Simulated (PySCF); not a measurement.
## A study: C₃H₃NS, SMILES `c1cscn1`

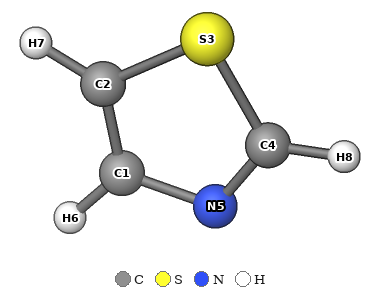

The molecule, with its atoms numbered as below. No frequency check shows the geometry to be a minimum.

Cartesian coordinates (Å):

```
C1       1.2900   -0.5838    0.0000
C2       0.0819   -1.2056    0.0000
S3      -1.1857   -0.0447    0.0000
C4       0.0325    1.1945    0.0000
N5       1.2393    0.7683    0.0000
H6       2.2477   -1.0711    0.0000
H7      -0.1367   -2.2537    0.0000
H8      -0.2406    2.2305    0.0000
```

### 1. Bonding charge

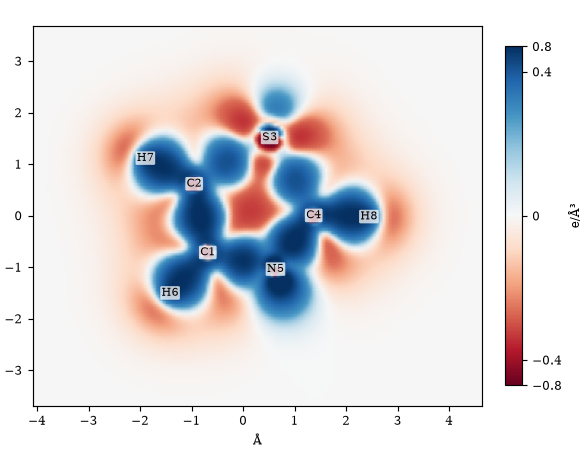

Deformation density (molecule less spherical, spin-averaged free atoms) in the molecular plane; colour scale in e/Å³, logarithmic beyond ±0.1; blue: gain, red: loss.

Computed with PySCF, HF/def2-TZVP, geometry: GFN2-xTB.

Q: Describe the bonding that the map shows.

A: C1–C2: +0.86 e/Å³ at the bond critical point (bond length 1.36 Å, Mayer order 1.8). C4–H8: +0.84 e/Å³ at the bond critical point (bond length 1.07 Å, Mayer order 1.0). C1–H6: +0.82 e/Å³ at the bond critical point (bond length 1.07 Å, Mayer order 1.0). C4–N5: +0.80 e/Å³ at the bond critical point (bond length 1.28 Å, Mayer order 1.7). C2–H7: +0.80 e/Å³ at the bond critical point (bond length 1.07 Å, Mayer order 0.9). C1–N5: +0.58 e/Å³ at the bond critical point (bond length 1.35 Å, Mayer order 1.2). C2–S3: +0.44 e/Å³ at the bond critical point (bond length 1.72 Å, Mayer order 1.2). S3–C4: +0.43 e/Å³ at the bond critical point (bond length 1.74 Å, Mayer order 1.3). In all, 2.2 electrons gather in the regions of gain relative to the promolecule.

Q: Where do the Hirshfeld charges lie?

A: The highest Hirshfeld charge is on S3 (+0.10 e), the lowest on N5 (−0.23 e).

```
atom  charge (e)
  C1       −0.01
  C2       −0.10
  S3       +0.10
  C4       +0.03
  N5       −0.23
  H6       +0.07
  H7       +0.07
  H8       +0.08
```

### 2. Bond critical points

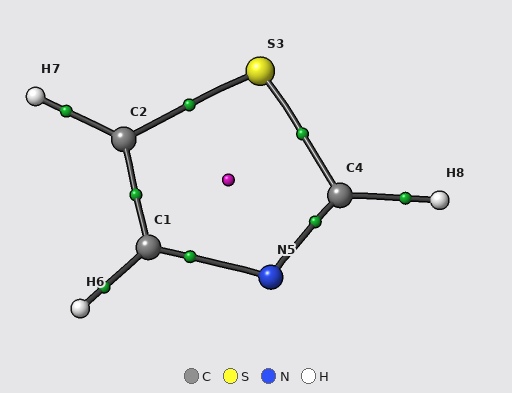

Molecular graph of the electron density (QTAIM): bond paths, bond critical points (green), ring points (magenta, if any); weak paths are dashed.

Q: How many critical points of each kind are there, and does the count close?

A: 8 nuclei, 8 bond, 1 ring and 0 cage critical points: 8 − 8 + 1 − 0 = 1, as the Poincaré–Hopf relation requires.

Q: Tabulate density, Laplacian, ellipticity and energy density at the bond critical points (atomic units).

A:
```csv
bond,length (Å),ρ (a.u.),∇²ρ (a.u.),ε,H (a.u.)
C4–N5,1.280,0.398,−0.98,0.26,−0.734
C1–C2,1.359,0.348,−1.14,0.38,−0.412
C1–N5,1.353,0.343,−1.07,0.08,−0.584
C4–H8,1.071,0.305,−1.22,0.03,−0.334
C1–H6,1.075,0.302,−1.19,0.04,−0.328
C2–H7,1.071,0.299,−1.16,0.03,−0.325
C2–S3,1.719,0.227,−0.56,0.23,−0.206
S3–C4,1.738,0.222,−0.53,0.27,−0.196
```

Q: What kind of interaction is C1–C2?

A: Shared-shell (covalent): ρ = 0.348, ∇²ρ = −1.14, H = −0.412 a.u. Its ellipticity of 0.38 shows that the density isn't cylindrical about the bond.

### 3. Local ionisation energy

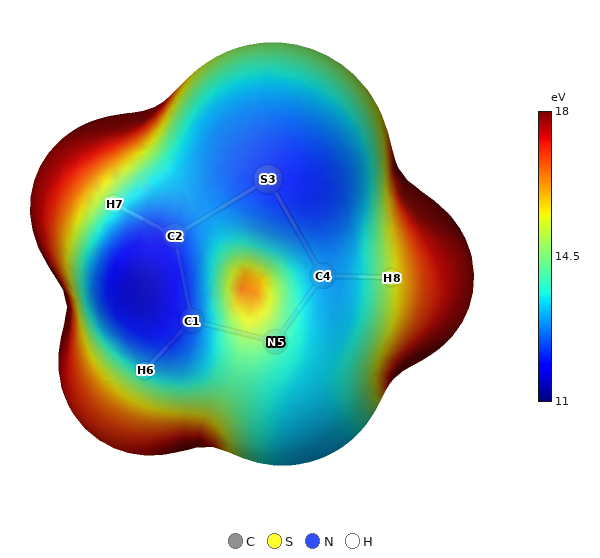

Average local ionisation energy on the surface of electron density 0.001 a.u.

Q: Where are the most loosely bound electrons on this surface?

A: The lowest value is 11.4 eV, off the C1–C2 bond (2.2 Å from its atoms), and at like points elsewhere. Further minima include 12.1 eV, off the molecular plane, over S3 (2.2 Å), and at like points elsewhere; 13.1 eV, 2.0 Å from N5. For comparison, the highest occupied orbital lies at −9.4 eV.

Q: What volume does the surface enclose, and what is the dipole moment?

A: About 101 Å³; the dipole moment is 1.5 D.

### 4. Localised orbitals

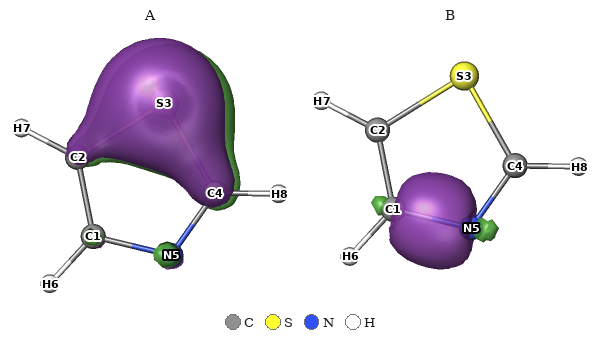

Intrinsic bond orbitals (IBO), occupied; each surface holds about 80 % of the orbital's density. Energies are diagonal elements of the Fock matrix.

Method: ωB97X/6-311+G**; geometry: GFN2-xTB; program: PySCF.

Q: Identify each orbital.

A: By panel:
- A: p-type lone pair on S3, partly delocalised onto C4 and C2 (S3 82 %, C4 8 %, C2 5 %; −11.4 eV)
- B: σ bond N5–C1 (N5 56 %, C1 43 %; −22.3 eV)

### 5. The π system

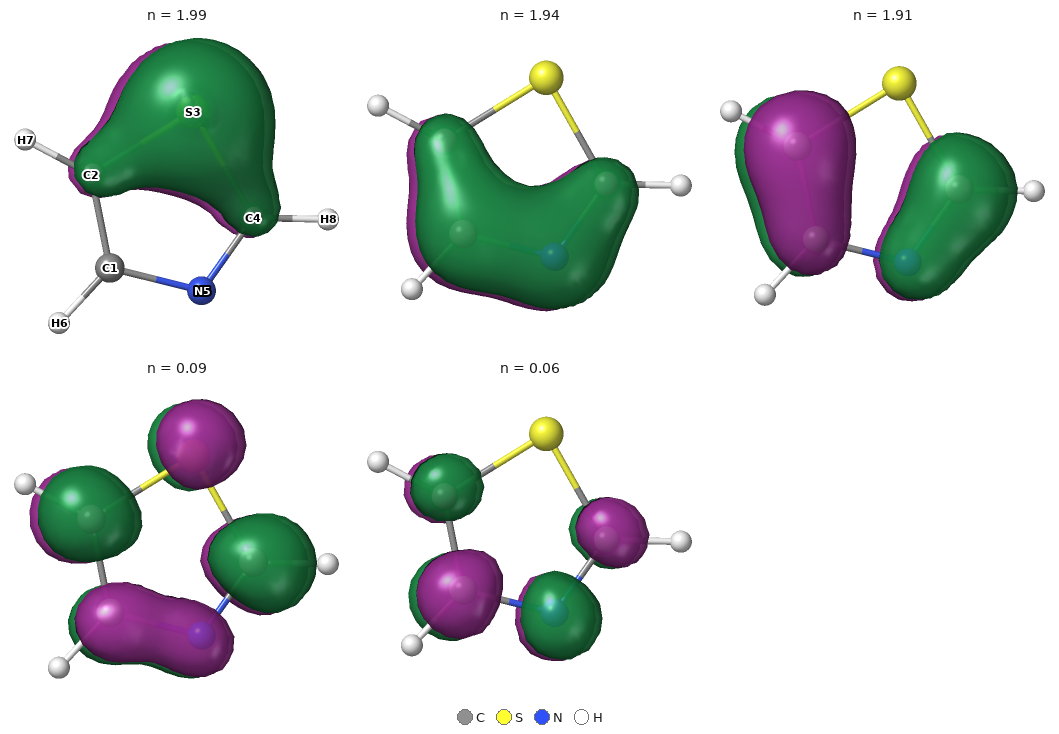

Natural orbitals of the π active space, CASSCF(6,5), singlet state, in order of falling occupation.

Level of theory: def2-SVP basis (PySCF), at a geometry from GFN2-xTB.

Q: How multiconfigurational is the state?

A: The leading determinant weighs 0.93; the effective number of unpaired electrons, Σ n²(2−n)², is 0.09; the most occupied of the weakly occupied orbitals holds 0.09 e, as in an ordinary closed-shell π system. The active space lowers the energy by 1.47 eV against Hartree–Fock.

Q: Where does the lowest triplet lie relative to the singlet, at this geometry and within this active space?

A: 4.37 eV above it by strongly contracted NEVPT2 (+3.97 eV by CASSCF); a small basis tends to put such gaps a few tenths of an eV too high. This is a vertical energy for π states alone; a state that uses lone pairs or σ orbitals may lie lower.
